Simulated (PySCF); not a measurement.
# BH3O (SMILES BO) at 3 levels

Aim: a comparison of 3 runs (SVWN5/STO-6G, UMP2/STO-6G, CCSDT(Q)/STO-6G) of BH3O. The job is set up through a Python script.

The calculation is run with PySCF 2.14.0.

3 further runs of the same task are left out: 3 set aside as unsound or not needed.

## 1. Starting point

BH3O: 5 atoms, total charge 0, spin state singlet. SMILES: `BO`. The B1–H4 distance was set to 2.163 Å, away from the relaxed value. At this shape a bond of the SMILES string is far longer than usual.

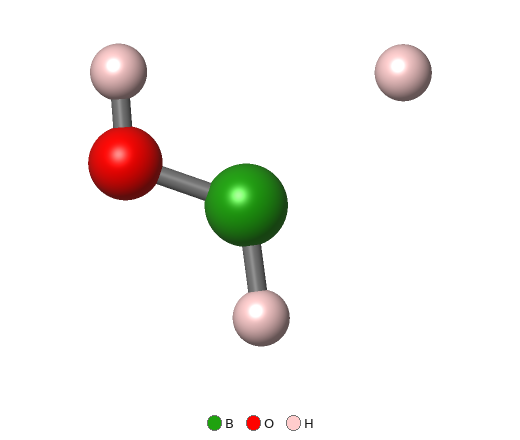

The structure, seen from a chosen angle (boron green, oxygen red, hydrogen pink).

## 2. The energy at SVWN5/STO-6G (run 1)

input.py

```python
from pyscf import gto, dft

mol = gto.M(
    atom=[
    ('B', (-0.255400, 0.028080, 0.956941)),
    ('O', (0.384700, 1.182680, 1.228141)),
    ('H', (-0.849100, -0.484620, 1.860041)),
    ('H', (-0.190600, -0.828900, -1.028100)),
    ('H', (0.845200, 1.552680, 0.470541)),
],
    verbose=4,
    basis='sto-6g',
    charge=0,
    max_memory=1860,
)

myscf = dft.RKS(mol, xc='svwn')
myscf.grids.level = 5
myscf.conv_tol = 1e-10
myscf.kernel()
if not myscf.converged:
    myscf = myscf.newton().run(myscf.mo_coeff, myscf.mo_occ)

e_final = myscf.e_tot
print('E(%s) = %.9f' % ('SVWN5', e_final))
```

Launch:

```console
$ OMP_NUM_THREADS=1 python input.py
```

Standard output:

```text
PySCF version 2.14.0

[... 75 lines left out ...]
converged SCF energy = -100.476079499076
E(SVWN5) = -100.476079499
```

Run time: 1.8 s. Hardware: 1 thread of Arm Neoverse V2, shared host; peak memory 0.13 GiB.

## 3. The energy at UMP2/STO-6G (run 2)

input.py

```python
from pyscf import gto, scf, mp

mol = gto.M(
    atom=[
    ('B', (-0.255400, 0.028080, 0.956941)),
    ('O', (0.384700, 1.182680, 1.228141)),
    ('H', (-0.849100, -0.484620, 1.860041)),
    ('H', (-0.190600, -0.828900, -1.028100)),
    ('H', (0.845200, 1.552680, 0.470541)),
],
    basis='sto-6g',
    max_memory=1860,
    verbose=3,
)

hf = scf.UHF(mol)
hf.conv_tol = 1e-10
hf.kernel()
if not hf.converged:
    hf = hf.newton().run(hf.mo_coeff, hf.mo_occ)
for _ in range(3):
    mo, _, stable, _ = hf.stability(return_status=True)
    if stable:
        break
    hf.kernel(hf.make_rdm1(mo, hf.mo_occ))

pt = mp.MP2(hf, frozen=2).run()
etot = pt.e_tot
print(f'total energy: {etot:.8f} hartree')
```

Launch:

```console
$ OMP_NUM_THREADS=1 python input.py
```

Standard output:

```text
converged SCF energy = -100.734952293858  <S^2> = 1.389111e-12  2S+1 = 1
<class 'pyscf.scf.uhf.UHF'> wavefunction has an internal instability
converged SCF energy = -100.782895467725  <S^2> = 0.74049396  2S+1 = 1.9904713
<class 'pyscf.scf.uhf.UHF'> wavefunction is stable in the internal stability analysis
E(UMP2) = -100.858684429425  E_corr = -0.075788961700376
E(SCS-UMP2) = -100.862827622224  E_corr = -0.0799321544990718
total energy: -100.85868443 hartree
```

Run time: 0.76 s. Hardware: 1 thread of Arm Neoverse V2, shared host; peak memory 0.12 GiB.

## 4. The energy at CCSDT(Q)/STO-6G (run 3)

run.py

```python
from pyscf import gto, scf, cc

mol = gto.Mole()
mol.atom = [
    ('B', (-0.255400, 0.028080, 0.956941)),
    ('O', (0.384700, 1.182680, 1.228141)),
    ('H', (-0.849100, -0.484620, 1.860041)),
    ('H', (-0.190600, -0.828900, -1.028100)),
    ('H', (0.845200, 1.552680, 0.470541)),
]
mol.verbose = 3
mol.max_memory = 1860
mol.basis = 'sto-6g'
mol.build()

hf = scf.RHF(mol)
hf.conv_tol = 1e-10
hf.kernel()
if not hf.converged:
    hf = hf.newton().run(hf.mo_coeff, hf.mo_occ)

mycc = cc.CCSDT(hf, frozen=2)
mycc.kernel()
e_bracket, e_q = mycc.ccsdt_q()
e_final = mycc.e_tot + e_q
print('Final energy', e_final)
```

Launch:

```console
$ OMP_NUM_THREADS=1 python run.py
```

Standard output:

```text
converged SCF energy = -100.734952293858
_make_eris_incore_RCCSDT

WARN: A large `blksize` is being used, which may cause large memory consumption
      for storing contraction intermediates. If memory is sufficient, consider using
      `pyscf.cc.rccsdt_highm.RCCSDT` instead.

WARN: A large `blksize_oovv` is being used, which may cause large memory consumption
      for storing contraction intermediates. If memory is sufficient, consider using
      `pyscf.cc.rccsdt_highm.RCCSDT` instead.

WARN: A large `blksize_oooo` is being used, which may cause large memory consumption
      for storing contraction intermediates. If memory is sufficient, consider using
      `pyscf.cc.rccsdt_highm.RCCSDT` instead.

RCCSDT converged
E(RCCSDT) = -100.9131471422353   E_corr = -0.1781948483773333
E_corr(same-spin) = -0.0140703425452377
E_corr(oppo-spin) = -0.164124505832096
_make_eris_incore_RCCSDT
Final energy -100.9129298744952
```

Wall time 1 s (1 thread of Arm Neoverse V2, shared host); peak memory 0.1 GiB.

## 5. All runs side by side

```csv
run,level,integration grid,frozen core orbitals,energy (Eh),dipole moment (D) of the reference,HOMO energy (eV),LUMO energy (eV),wall time
1,SVWN5/STO-6G,5,–,-100.476079,2.04,-2.92,1.56,1.8 s
2,UMP2/STO-6G,–,2,-100.858684,1.48,-7.53,7.87,0.76 s
3,CCSDT(Q)/STO-6G,–,2,-100.912930,1.36,-6.82,6.27,1 s
```

## 6. Summary of results

```
                                          quantity          value
                               run 3: total energy  -100.91293 Eh
       run 3: dipole moment (Hartree–Fock density)         1.36 D
        run 3: HOMO energy (Hartree–Fock orbitals)       -6.82 eV
        run 3: LUMO energy (Hartree–Fock orbitals)        6.27 eV
      run 3: HOMO–LUMO gap (Hartree–Fock orbitals)       13.09 eV
run 3: correlation energy (2 core orbitals frozen)     -178.0 mEh
                              run 3: T1 diagnostic          0.025
```

In runs 1, 2, 3 the basis is minimal, so the values are rough. Spin contamination of the reference: run 2 ⟨S²⟩ = 0.74. Where it is this large, the reference is a mixture of spin states, and values that rest on it are in doubt. All runs together took 3.5 s, the longest 1.8 s.
